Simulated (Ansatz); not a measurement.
System: BGaH₄.

```yaml
atoms:
  - { symbol: B, position_ang: [0.2587, -1.1119, 0.4530] }
  - { symbol: Ga, position_ang: [-0.1339, 0.7702, -0.2782] }
  - { symbol: H, position_ang: [-0.8614, -1.5680, 0.5759] }
  - { symbol: H, position_ang: [0.9299, -1.6200, -0.4204] }
  - { symbol: H, position_ang: [-0.4764, 2.2278, -0.8350] }
  - { symbol: H, position_ang: [0.8398, -0.8848, 1.4940] }
```

Level of theory: RKS BHLYP/def2-SVP (Ansatz).

> What can the converged electron density and electron localisation function tell about the bonding?

Ga–B (2.06 Å): the density is about 0.62 e/Å³ at the midpoint; the ELF peaks at about 0.80 between the atoms, as expected for a shared electron pair.
B–H (1.21 Å): ρ at the midpoint is about 1.1 e/Å³; the ELF climbs to about 1 towards the hydrogen, as it does in any bond to H (an ordinary covalent bond to hydrogen).
Ga–H (1.60 Å): ρ is about 0.91 e/Å³ halfway; the ELF climbs to about 1 towards the hydrogen.

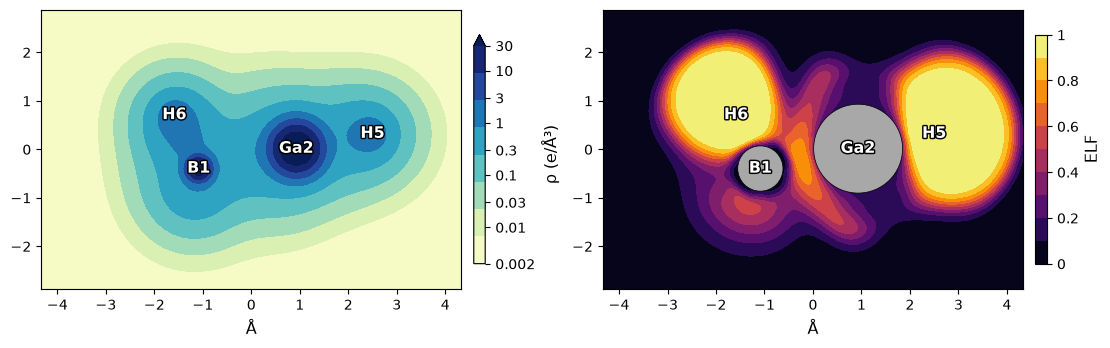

Computed electron density and electron localisation function on the plane of atoms Ga2, B1 and H6, in this order. Grey discs cover the atomic cores in the ELF map. 
